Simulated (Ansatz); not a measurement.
# Li2HgF4 (built on the sites of a database entry of Cs2HgF4): from the cell to its phonons, part 2 of 2

How does Li2HgF4 (built on the sites of a database entry of Cs2HgF4) vibrate, and is this structure a minimum?

Ansatz 0.2.0; DFT PBEsol, scalar-relativistic, plane waves, PAW.

So far. Step 4 (Relaxing to small forces for the phonons): The largest force component left is 0.59 meV/Å and the pressure is 0.003 GPa, within the tolerances set. The cell now holds 15.96 Å³/atom. The relaxed cell has a = 4.540, c = 10.845 Å (conventional setting).

The structure was built from a prototype and need not be the compound's stable phase.

## (5) Linear response at the zone centre

The zone centre is the only wavevector solved here; it holds the modes that light can see, as far as symmetry allows. The response to a homogeneous field gives the Born charges and the dielectric tensor.

input.yaml

```yaml
crystal:
  lattice:
    - [-2.2698744399, 2.2698744399, 5.4223198673]
    - [2.2698744399, -2.2698744399, 5.4223198673]
    - [2.2698744399, 2.2698744399, -5.4223198673]
  atoms:
    - { symbol: Li, position: [0.3590037198, 0.3590037198, 0.0] }
    - { symbol: Li, position: [0.6409962802, 0.6409962802, 0.0] }
    - { symbol: Hg, position: [0.0, 0.0, 0.0] }
    - { symbol: F, position: [0.2024518664, 0.2024518664, 0.0] }
    - { symbol: F, position: [0.7975481336, 0.7975481336, 0.0] }
    - { symbol: F, position: [0.0, 0.5, 0.5] }
    - { symbol: F, position: [0.5, 0.0, 0.5] }
kpoints:
  mp_grid: { grid: [8, 8, 8] }
hamiltonian:
  xc: pbesol
scf:
  occupations: { method: fixed }
output:
  eigenvalues: true
phonons:
  method: dfpt
  dielectric: true
  rigid_motions: translations
```

Run with:

```sh
$ ansatz run input.yaml --threads 8 --pin off --max-ram 14336MiB --backend cpu --events-out ev --progress --plain --runs-dir out
```

Numbers of over 12 decimals in the logs are rounded to 6 here.

The program printed:

```text
[...]
Crystal: 7 atoms, lattice volume = 111.750 Å³
Basis set: ecut = 420 eV, 2195 PW (Γ), exchange–correlation on 90×90×90 points (8 copies of the dense FFT grid, shifted against one another)
Bands: 34, of which v1, the nominal top of the filled ones, is band 27 counted from 1 (26 counted from 0)
Symmetry: 16 space group operations
k-points: 260 of 512 (irreducible under 1 space group operation, time reversal used)
[...]
SCF iter   1: F=—  HF=-17278.294836 eV  |F-HF|=—  |Δ(HF+E_count)|=         —  Δρ=1.19e-2  dr2=9.88e-2  ethr=1.77e-3  ⟨swp⟩=4.9  Hψ=30742  notcnv=0  defer=1288
[...]
SCF iter  10: F=-17278.267937 eV  HF=-17278.267937 eV  |F-HF|=4.00e-11  |Δ(HF+E_count)|=  1.67e-10  Δρ=1.18e-7  dr2=2.75e-11  ethr=1.00e-12  ⟨swp⟩=11.8  Hψ=49147  notcnv=0
SCF 1 converged in 10 iterations: F = -17278.267937 eV  dr2 = 2.75e-11
[...]
NSCF: frozen V_eff on 3 k-points
DFPT response loops at Γ: preconditioner auto → none (the input reference at scf.mixing.eps_inf says where Resta's filter doesn't serve); β = 0.50; Broyden in place of MSR1
SCF converged after 10 iterations
Free energy (F): -17278.267937 eV
[...]
Internal energy: -17278.267937 eV  (E = F + TS)
E sigma→0 (E₀):  -17278.267937 eV
Fermi energy:    2.165526 eV
[...]
--- Band table (eV; the first three rows and the last of 260) ---
  k-point 0: bands = [... 23 lower, 0.1366, 0.1366, 0.2677, 0.2677, 3.8734, 8.2831, 9.8974, 10.7517, ... 3 higher]
  k-point 1: bands = [... 23 lower, 0.1139, 0.2112, 0.3035, 0.6876, 4.2082, 8.3510, 9.9960, 10.7488, ... 3 higher]
  k-point 2: bands = [... 23 lower, 0.1793, 0.3821, 0.8562, 1.3236, 5.1434, 8.4756, 9.8320, 10.3811, ... 3 higher]
  k-point 259: bands = [... 23 lower, -0.1925, 0.0425, 0.5663, 0.5663, 4.3592, 7.8453, 8.5098, 11.3664, ... 3 higher]
--- Phonons (Γ-DFPT): 9 representative perturbations + reference, on 260 of 512 k-points (Σ response iterations 35) ---
  k mesh reduced under 1 symmetry operation, with k and −k counted as one. Each operation leaves every solved perturbation unchanged. A smaller set is not considered because the run solves the response to a homogeneous field
  ASR residual: 1.552e-4 → 0.000e0 eV/Å²; symmetrization residual: 3.427e-6 eV/Å²
  ASR residual per site (eV/Å²): 1.32e-4 1.32e-4 9.56e-6 1.55e-4 1.55e-4 8.91e-5 8.91e-5
  Γ frequencies (cm⁻¹): -245.47 -245.47 -175.96 -175.96 -97.06 -97.06 -32.71 0.00 0.00 0.00 83.23 110.37 110.37 115.60 115.60 290.45 347.25 403.23 403.23 622.15 644.14
  ε∞ (high-frequency dielectric tensor):
        2.652687     0.000000     0.000000
        0.000000     2.652687     0.000000
       -0.000000    -0.000000     2.233118
  softest optical mode at Γ: -245.47 cm⁻¹; the repairs (sum rule, projections) moved no ω² at Γ by more than (2.83 cm⁻¹)²
  Born effective charges Z* (e; rows j = field, columns β = displacement):
    site 0:
         1.08389    0.00000   -0.00000
         0.00000    1.08389   -0.00000
        -0.00000   -0.00000    1.23124
    site 1:
         1.08389    0.00000    0.00000
         0.00000    1.08389    0.00000
        -0.00000   -0.00000    1.23124
    site 2:
         2.41186    0.00000   -0.00000
         0.00000    2.41186   -0.00000
         0.00000    0.00000    2.28513
    site 3:
        -0.80051    0.00000    0.00000
         0.00000   -0.80051    0.00000
        -0.00000   -0.00000   -1.68390
    site 4:
        -0.80051    0.00000   -0.00000
         0.00000   -0.80051    0.00000
         0.00000   -0.00000   -1.68390
    site 5:
        -2.03335    0.00000    0.00000
         0.00000   -0.94528    0.00000
        -0.00000   -0.00000   -0.68991
    site 6:
        -0.94528    0.00000    0.00000
         0.00000   -2.03335    0.00000
        -0.00000    0.00000   -0.68991
  Z* charge neutrality: 1.314e-4 e pre-enforcement
  k-mesh period / interband length: 36.3 Å / 1.18 Å = 30.76 at k = (0.1250, -0.1250, 0.1250), direct gap 3.356 eV — 14 or more, which is no proof of convergence
  optical modes at Γ without the LO–TO term, one row a degenerate level:
      ω (cm⁻¹)  modes    IR ((D/Å)²/amu)
       -245.47      2            18.4368
       -175.96      2             0.0000
        -97.06      2             3.0489
        -32.71      1             0.0000
         83.23      1             2.0463
        110.37      2             0.0000
        115.60      2             0.0482
        290.45      1             0.0341
        347.25      1             0.0000
        403.23      2            10.7506
        622.15      1            16.6418
        644.14      1             0.0000
  optical modes at Γ + LO–TO along q̂ = [1.0000, 0.0000, 0.0000]:
      ω (cm⁻¹)  modes    IR ((D/Å)²/amu)
       -245.47      1             9.2184
       -175.96      2             0.0000
       -159.17      1             1.4051
        -97.06      1             1.5245
[...]
optical modes at Γ + LO–TO along q̂ = [0.0000, 1.0000, 0.0000]:
      ω (cm⁻¹)  modes    IR ((D/Å)²/amu)
[...]
optical modes at Γ + LO–TO along q̂ = [0.0000, 0.0000, 1.0000]:
      ω (cm⁻¹)  modes    IR ((D/Å)²/amu)
       -245.47      2            18.4368
       -175.96      2             0.0000
        -97.06      2             3.0489
        -32.71      1             0.0000
        110.37      2             0.0000
        115.60      2             0.0482
        139.63      1             1.0463
        290.85      1             0.0220
        347.25      1             0.0000
        403.23      2            10.7506
        644.14      1             0.0000
        730.95      1            17.6539
```

The job ended after 4.8 min (8 threads of Arm Neoverse V1, shared host; peak memory 3.7 GiB; 36 min of CPU time).

The column dr2 measures how far the density is from self-consistency, as an energy; F and HF (Harris–Foulkes) agree once it is small.

Numbers from this step:

```yaml
sum_rule_residual_before_enforcement: 1.55e-4 eV/Å²
miss_of_the_charge_sum_rule: 1.31e-4 e
point_group: 4/mmm
highest_optical_mode_at_the_zone_centre_no_lo_to_term: 644.1 cm⁻¹
lowest_optical_zone_centre_mode: -245.5 cm⁻¹
mean_high_frequency_dielectric_constant: 2.513
largest_born_charge_third_of_the_trace: 2.370 e
top_of_the_zone_centre_spectrum_with_the_field: 731.0 cm⁻¹
```

Without the LO-TO term. Patterns of degenerate modes are one choice out of their space. The modes at Γ (shares of kinetic energy by element, %) (negative means imaginary):

```tsv
mode	frequency (cm⁻¹)	symmetry	Li %	Hg %	F %
1	-245.5	Eu	57	0	42
2	-245.5	Eu	57	0	42
3	-176.0	Eg	91	0	9
4	-176.0	Eg	91	0	9
5	-97.1	Eu	7	1	92
6	-97.1	Eu	7	1	92
7	-32.7	B2u	0	0	100
8	0.0	acoustic	5	69	26
9	0.0	acoustic	5	69	26
10	0.0	acoustic	5	69	26
11	83.2	A2u	1	13	86
12	110.4	Eg	9	0	91
13	110.4	Eg	9	0	91
14	115.6	Eu	31	23	46
15	115.6	Eu	31	23	46
16	290.4	A2u	35	18	47
17	347.2	A1g	25	0	75
18	403.2	Eu	0	6	94
19	403.2	Eu	0	6	94
20	622.1	A2u	60	0	40
21	644.1	A1g	75	0	25
```

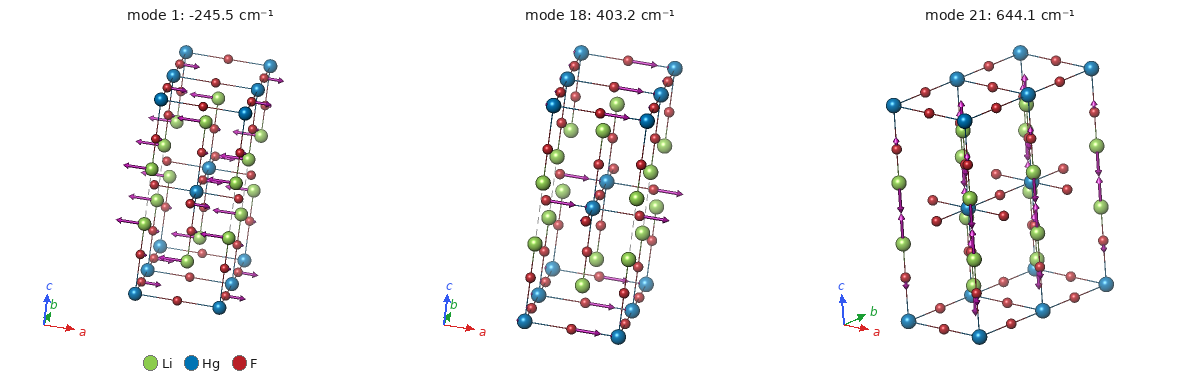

Displacement patterns of modes 1, 18 and 21 at Γ; arrows are exaggerated. 1×2×1 conventional cells are drawn. Some periodic images of atoms are drawn too.

Optical modes at the zone centre, without and with the macroscopic field of the longitudinal modes; each column is sorted by frequency, so a row need not hold one and the same mode. Modes with and without the field, by row:

```tsv
rank among optical modes	no field (cm⁻¹)	q along (1, 0, 0) (cm⁻¹)	q along (0, 0, 1) (cm⁻¹)
1	-245.5	-245.5	-245.5
2	-245.5	-176	-245.5
3	-176	-176	-176
4	-176	-159.2	-176
5	-97.1	-97.1	-97.1
6	-97.1	-32.7	-97.1
7	-32.7	83.2	-32.7
8	83.2	110.4	110.4
9	110.4	110.4	110.4
10	110.4	110.9	115.6
11	115.6	115.6	115.6
12	115.6	136.1	139.6
13	290.4	290.4	290.9
14	347.2	347.2	347.2
15	403.2	403.2	403.2
16	403.2	465.8	403.2
17	622.1	622.1	644.1
18	644.1	644.1	731
```

Born charge (rows field, columns displacement) (e), principal values of the symmetric part by kind of site:

```tsv
atom	atoms with these values	low	middle	high	mean
Li1	2	1.08	1.08	1.23	1.13
Hg3	1	2.29	2.41	2.41	2.37
F4	2	-1.68	-0.80	-0.80	-1.09
F6	2	-2.03	-0.95	-0.69	-1.22
```

In full for Hg3:

```
2.41 0.00 0.00
0.00 2.41 0.00
0.00 0.00 2.29
```

High-frequency dielectric tensor:

```
2.65 0.00 0.00
0.00 2.65 0.00
0.00 0.00 2.23
```

Transverse modes; imaginary modes are left out. Lines of the infrared spectrum (strongest = 100):

```tsv
position (cm⁻¹)	label	relative intensity
83	A2u	12
110	Eg	0.0
116	Eu	0.3
290	A2u	0.2
347	A1g	0.0
403	Eu	65
622	A2u	100
644	A1g	0.0
```

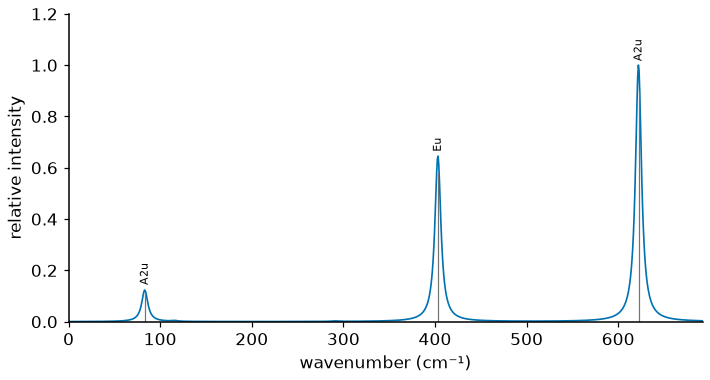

The infrared spectrum, broadened with Lorentzians of width 8 cm⁻¹; bars mark the lines.

Before it was imposed, the acoustic sum rule was missed by 1.6e-4 eV/Å² and the charge sum rule by 1.3e-4 e. Small misses are needed for a sound result but don't prove that mesh and cutoff are converged. The lowest optical mode is imaginary, 245.5i cm⁻¹, so the energy falls along it.

## (6) Isotope substitution

An isotope changes the mass and not the force constants, so no new electronic calculation is needed; the shifts show which modes move this element.

The same force constants with the mass of Li changed from 6.940 to 6.015 u (phonopy, no LO-TO term). Both lists are sorted by frequency; levels can cross, so a row need not hold one and the same mode. Modes under 3 cm⁻¹ are left out. Isotope shifts, by row:

```tsv
q	rank	natural mass (cm⁻¹)	changed mass (cm⁻¹)
0 0 0	1	-245.5	-256
0 0 0	2	-245.5	-256
0 0 0	3	-176	-187.9
0 0 0	4	-176	-187.9
0 0 0	5	-97.06	-97.52
0 0 0	6	-97.06	-97.52
0 0 0	7	-32.71	-32.71
0 0 0	11	83.23	83.27
0 0 0	12	110.4	111
0 0 0	13	110.4	111
0 0 0	14	115.6	118.1
0 0 0	15	115.6	118.1
0 0 0	16	290.4	297.3
0 0 0	17	347.2	352.9
0 0 0	18	403.2	403.3
0 0 0	19	403.2	403.3
0 0 0	20	622.1	650.4
0 0 0	21	644.1	680.9
```

A mode of this element alone would shift by +7.41 %. The highest zone-centre frequency without the field goes from 644.1 to 680.9 cm⁻¹ (+5.7 %).

## (7) Outcome

| Quantity | Value |
| --- | --- |
| space group after relaxation (within 0.01 Å) | I4/mmm |
| volume per atom | 16.0 Å³ |
| gap on the k-mesh | 1.71 eV |
| highest optical mode at the zone centre (no LO-TO term) | 644 cm⁻¹ |
| top of the zone-centre spectrum with the field | 731 cm⁻¹ |
| lowest optical zone-centre mode | -245 cm⁻¹ |
| mean high-frequency dielectric constant | 2.51 |
| largest Born charge (third of the trace) | 2.37 e |
| imaginary modes at Γ (the only wavevector solved) | yes |

A zone-centre mode is imaginary (245.5i cm⁻¹), so this structure is not a minimum of the energy. Without the field, the optical modes at Γ span -245 to 644 cm⁻¹ (negative means imaginary). No dispersion was computed. The highest mode in this list at Γ, 644.1 cm⁻¹, is mostly motion of Li (75 % of the kinetic energy). With the macroscopic field of the longitudinal modes the top of the zone-centre spectrum lies at 731 cm⁻¹, against 644 cm⁻¹ without it. Among the real modes, the strongest infrared line is at 622 cm⁻¹. Spin-orbit coupling is left out, which can matter for the heavy elements here. The starting cell was built on a prototype and not taken from a measurement, so the phase need not exist. These are harmonic frequencies at zero temperature: anharmonic shifts, linewidths and thermal expansion are left out.

[Logs are printed without paths, hosts, clocks, repeated set-up lines and the standing remarks that a program may print on its own settings, such as how far it seeks lower states.]

[Hosts, paths, dates, database ids (printed as entryN), source tags and the programs' standing remarks are cut or masked in the printed files.]
